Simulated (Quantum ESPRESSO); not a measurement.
# Magnetic state of MnO (Manganosite) from several starts

A self-consistent run ends on one state, which hangs on the start. Several orders of MnO (Manganosite) are started in Quantum ESPRESSO and their energies compared.

Program: Quantum ESPRESSO 7.5. Level of theory: PBEsol with U = 4 eV on Mn d (ortho-atomic projectors); plane waves with GBRV 1.5 PBEsol potentials, no spin-orbit coupling. Results are calculated unless marked as measured.

**1. The starting structure**

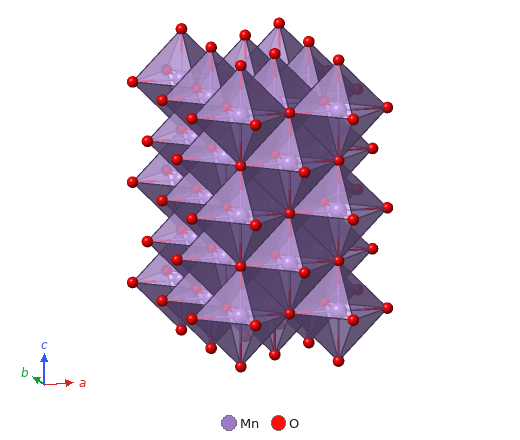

Start, viewed slightly off an axis; manganese light purple, oxygen red. 1×2×2 cells are drawn. This picture shows the conventional cell, with its axes. Some periodic images of atoms are drawn too.

The cell comes from the Crystallography Open Database.

**2. Start 1: ferro +**

The signs are those of the starting moments on the seeded atoms, the atoms that are given a moment.

Contents of pw.in:

```
&CONTROL
  calculation = 'scf'
  prefix = 'pwscf'
  outdir = './tmp'
  pseudo_dir = './pseudo'
  disk_io = 'nowf'
/
&SYSTEM
  ibrav = 0
  celldm(1) = 8
  nat = 2
  ntyp = 2
  ecutwfc = 40
  ecutrho = 280
  nbnd = 19
  occupations = 'smearing'
  smearing = 'fd'
  degauss = 0.00367493
  nspin = 2
  starting_magnetization(1) = 0.3
  starting_magnetization(2) = 0
/
&ELECTRONS
  conv_thr = 4d-09
  electron_maxstep = 150
  mixing_beta = 0.3
/
ATOMIC_SPECIES
Mn     54.9380 mn_pbesol_v1.5.uspp.F.UPF
O      15.9990 o_pbesol_v1.2.uspp.F.UPF
CELL_PARAMETERS alat
   0.0000000000000    0.5251076468804    0.5251076468804
   0.5251076468804    0.0000000000000    0.5251076468804
   0.5251076468804    0.5251076468804    0.0000000000000
ATOMIC_POSITIONS crystal
Mn      0.0000000000    0.0000000000    0.0000000000
O       0.5000000000    0.5000000000    0.5000000000
K_POINTS automatic
10 10 10 0 0 0
HUBBARD {ortho-atomic}
U Mn-3d 4.0000
```

Launch:

```sh
$ OMP_NUM_THREADS=1 mpirun -n 4 pw.x -nk 4 -in pw.in > pw.out
```

The log of the run:

```text
Program PWSCF v.7.5 starts

     Message from routine setup:
     using ibrav=0 with symmetry is DISCOURAGED, use correct ibrav instead

     K-points division:     npool     =       4
     Subspace diagonalization in iterative solution of the eigenvalue problem:

     G-vector sticks info
     --------------------
     sticks:   dense  smooth     PW     G-vecs:    dense   smooth      PW
     Sum         673     379    121                11791     5029     941

     Using Slab Decomposition

     bravais-lattice index     =            0
     lattice parameter (alat)  =       8.0000  a.u.
     unit-cell volume          =     148.2672 (a.u.)^3
     number of atoms/cell      =            2
     number of atomic types    =            2
     number of electrons       =        21.00
     number of Kohn-Sham states=           19
     kinetic-energy cutoff     =      40.0000  Ry
     charge density cutoff     =     280.0000  Ry
     scf convergence threshold =      4.0E-09
     mixing beta               =       0.3000
     number of iterations used =            8  plain     mixing
     Exchange-correlation= SLA  PW   PSX  PSC
                           (   1   4  10   8   0   0   0)
     Hubbard projectors: ortho-atomic
     Hubbard parameters of DFT+U (Dudarev formulation) in eV:
     U(Mn-3d) =  4.0000

     Internal variables: lda_plus_u =T, lda_plus_u_kind = 0

     Internal variables: orbital_resolved =F, hub_pot_fix =F, apply_U = F

     celldm(1)=   8.000000  celldm(2)=   0.000000  celldm(3)=   0.000000
     celldm(4)=   0.000000  celldm(5)=   0.000000  celldm(6)=   0.000000

     crystal axes: (cart. coord. in units of alat)
               a(1) = (   0.000000   0.525108   0.525108 )
               a(2) = (   0.525108   0.000000   0.525108 )
               a(3) = (   0.525108   0.525108   0.000000 )

     reciprocal axes: (cart. coord. in units 2 pi/alat)
               b(1) = ( -0.952186  0.952186  0.952186 )
               b(2) = (  0.952186 -0.952186  0.952186 )
               b(3) = (  0.952186  0.952186 -0.952186 )

     PseudoPot. # 1 for Mn read from file:
     mn_pbesol_v1.5.uspp.F.UPF
     Pseudo is Ultrasoft + core correction, Zval = 15.0
     Generated by new atomic code, or converted to UPF format
     Using radial grid of  859 points,  6 beta functions with:
                l(1) =   0
                l(2) =   0
                l(3) =   1
                l(4) =   1
                l(5) =   2
                l(6) =   2
     Q(r) pseudized with  8 coefficients,  rinner =    0.950   0.950   0.950
                                                       0.950   0.950

     PseudoPot. # 2 for O  read from file:
     o_pbesol_v1.2.uspp.F.UPF
     Pseudo is Ultrasoft + core correction, Zval =  6.0
     Generated by new atomic code, or converted to UPF format
     Using radial grid of  737 points,  5 beta functions with:
                l(1) =   0
                l(2) =   0
                l(3) =   1
                l(4) =   1
                l(5) =   2
     Q(r) pseudized with  8 coefficients,  rinner =    0.900   0.900   0.900
                                                       0.900   0.900

     atomic species   valence    mass     pseudopotential
     Mn               15.00    54.93800     Mn( 1.00)
     O                 6.00    15.99900     O ( 1.00)

     Starting magnetic structure
     atomic species   magnetization
     Mn              0.300
     O               0.000

     48 Sym. Ops., with inversion, found

   Cartesian axes

     site n.     atom                  positions (alat units)
         1        Mn     tau(   1) = (   0.0000000   0.0000000   0.0000000  )
         2        O      tau(   2) = (   0.5251076   0.5251076   0.5251076  )

     number of k points=    47  Fermi-Dirac smearing, width (Ry)=  0.0037
                       cart. coord. in units 2pi/alat
        k(    1) = (   0.0000000   0.0000000   0.0000000), wk =   0.0010000
        k(    2) = (   0.0952186   0.0952186  -0.0952186), wk =   0.0080000
        k(    3) = (   0.1904371   0.1904371  -0.1904371), wk =   0.0080000
        k(    4) = (   0.2856557   0.2856557  -0.2856557), wk =   0.0080000
        k(    5) = (   0.3808743   0.3808743  -0.3808743), wk =   0.0080000
        [... 42 further k-points ...]

     Dense  grid:    11791 G-vectors     FFT dimensions: (  32,  32,  32)

     Smooth grid:     5029 G-vectors     FFT dimensions: (  24,  24,  24)

     Check: negative core charge=   -0.000053
     Generating pointlists ...
     new r_m :   0.2166 (alat units)  1.7329 (a.u.) for type    1
     new r_m :   0.2166 (alat units)  1.7329 (a.u.) for type    2

     Initial potential from superposition of free atoms

     starting charge      20.4999, renormalised to      21.0000

     STARTING HUBBARD OCCUPATIONS:

     =================== HUBBARD OCCUPATIONS ===================
     ------------------------ ATOM    1 ------------------------
     Tr[ns(  1)] (up, down, total) =   5.00000  0.00000  5.00000
     Atomic magnetic moment for atom   1 =   5.00000
     [... lines left out ...]
     Number of occupied Hubbard levels =    5.0000

     Atomic wfc used for Hubbard projectors are orthogonalized

     Starting wfcs are   17 randomized atomic wfcs +    2 random wfcs

     Self-consistent Calculation

     iteration #  1     ecut=    40.00 Ry     beta= 0.30
     Davidson diagonalization with overlap
     ethr =  1.00E-02,  avg # of iterations =  4.9

     =================== HUBBARD OCCUPATIONS ===================
     ------------------------ ATOM    1 ------------------------
     Tr[ns(  1)] (up, down, total) =   4.87560  0.13410  5.00970
     Atomic magnetic moment for atom   1 =   4.74150
     [... lines left out ...]
     Number of occupied Hubbard levels =    5.0097

     total energy              =    -243.16950622 Ry
     estimated scf accuracy    <       0.55636410 Ry

     total magnetization       =     5.00 Bohr mag/cell
     absolute magnetization    =     5.00 Bohr mag/cell

     iteration #  2     ecut=    40.00 Ry     beta= 0.30
     Davidson diagonalization with overlap
     ethr =  2.65E-03,  avg # of iterations =  1.5

     total energy              =    -243.27538237 Ry
     estimated scf accuracy    <       0.02920771 Ry

     total magnetization       =     5.00 Bohr mag/cell
     absolute magnetization    =     5.00 Bohr mag/cell

     iteration #  3     ecut=    40.00 Ry     beta= 0.30
     Davidson diagonalization with overlap
     ethr =  1.39E-04,  avg # of iterations =  2.4

     negative rho (up, down):  0.000E+00 2.491E-04

     total energy              =    -243.28103601 Ry
     estimated scf accuracy    <       0.01215825 Ry

     total magnetization       =     5.00 Bohr mag/cell
     absolute magnetization    =     5.00 Bohr mag/cell

     [... further iterations left out ...]

     iteration #  8     ecut=    40.00 Ry     beta= 0.30
     Davidson diagonalization with overlap
     ethr =  3.88E-09,  avg # of iterations =  1.6

     negative rho (up, down):  0.000E+00 5.564E-04

     total energy              =    -243.28257422 Ry
     estimated scf accuracy    <       0.00000039 Ry

     total magnetization       =     5.00 Bohr mag/cell
     absolute magnetization    =     5.00 Bohr mag/cell

     iteration #  9     ecut=    40.00 Ry     beta= 0.30
     Davidson diagonalization with overlap
     ethr =  1.86E-09,  avg # of iterations =  2.0

     negative rho (up, down):  0.000E+00 5.563E-04

     total energy              =    -243.28257450 Ry
     estimated scf accuracy    <       0.00000001 Ry

     total magnetization       =     5.00 Bohr mag/cell
     absolute magnetization    =     5.00 Bohr mag/cell

     iteration # 10     ecut=    40.00 Ry     beta= 0.30
     Davidson diagonalization with overlap
     ethr =  5.36E-11,  avg # of iterations =  2.0

     negative rho (up, down):  0.000E+00 5.562E-04

     total energy              =    -243.28257452 Ry
     estimated scf accuracy    <       0.00000002 Ry

     total magnetization       =     5.00 Bohr mag/cell
     absolute magnetization    =     5.00 Bohr mag/cell

     iteration # 11     ecut=    40.00 Ry     beta= 0.30
     Davidson diagonalization with overlap
     ethr =  5.36E-11,  avg # of iterations =  2.0

     negative rho (up, down):  0.000E+00 5.561E-04

     Magnetic moment per site  (integrated on atomic sphere of radius R)
     atom   1 (R=0.217)  charge= 12.5760  magn=  4.2809
     atom   2 (R=0.217)  charge=  5.9603  magn=  0.1786

     End of self-consistent calculation

     =================== HUBBARD OCCUPATIONS ===================
     ------------------------ ATOM    1 ------------------------
     Tr[ns(  1)] (up, down, total) =   4.96974  0.25088  5.22062
     Atomic magnetic moment for atom   1 =   4.71886
     [... lines left out ...]
     Number of occupied Hubbard levels =    5.2206

     [... lines left out ...]
     the Fermi energy is    12.7554 ev

!    total energy              =    -243.28257455 Ry
     estimated scf accuracy    <          5.4E-11 Ry
     smearing contrib. (-TS)   =      -0.00001815 Ry
     internal energy E=F+TS    =    -243.28255640 Ry

     The total energy is F=E-TS. E is the sum of the following terms:
     one-electron contribution =    -109.41035258 Ry
     hartree contribution      =      65.66289179 Ry
     xc contribution           =     -33.79823934 Ry
     ewald contribution        =    -165.77564249 Ry
     Hubbard energy            =       0.03878622 Ry

     total magnetization       =     5.00 Bohr mag/cell
     absolute magnetization    =     5.00 Bohr mag/cell

     convergence has been achieved in  11 iterations

=------------------------------------------------------------------------------=
   JOB DONE.
=------------------------------------------------------------------------------=
```

The job ended after 5.1 s (4 MPI ranks of Arm Neoverse V2, shared host; peak memory 0.27 GiB).

Spin moment in the atom's sphere by atom:

| atom | spin moment in the atom's sphere (μB) |
| --- | --- |
| Mn1 | 4.28 |
| O2 | 0.18 |

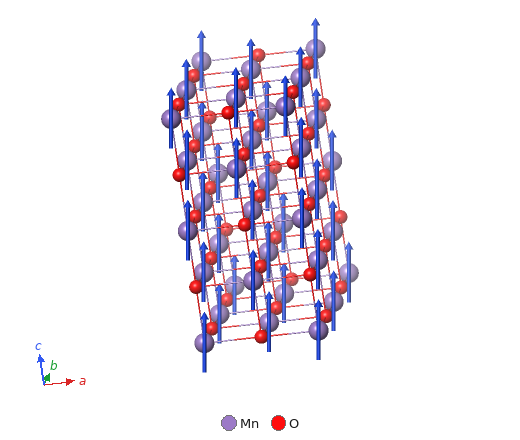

Spin moment in the atom's sphere as arrows, the longest 4.28 μB. Up and down stand for the sign. Arrows give size and sign along the axis of quantisation, drawn up and down the page. 1×2×2 conventional cells are drawn. Some periodic images of atoms are drawn too.

Numbers from this step:

```yaml
smearing_term_ts: 2.47e-4 eV
magnetization: 5 μB
absolute_magnetization: 5 μB
final_state: ferromagnetic
```

(Continued in part 2 of 2.)

[Logs and program files are shortened in this print: banners, set-up blocks, solver, clock and traceback lines can be left out without a mark of their own.]

[Logs are printed without paths, hosts, clocks, repeated set-up lines and the standing remarks that a program may print on its own settings, such as how far it seeks lower states.]

[Hosts, paths, dates, database ids (printed as entryN), source tags and the programs' standing remarks are cut or masked in the printed files.]

[Where a cell is said to come from a database of computed structures, the database is the Materials Project.]
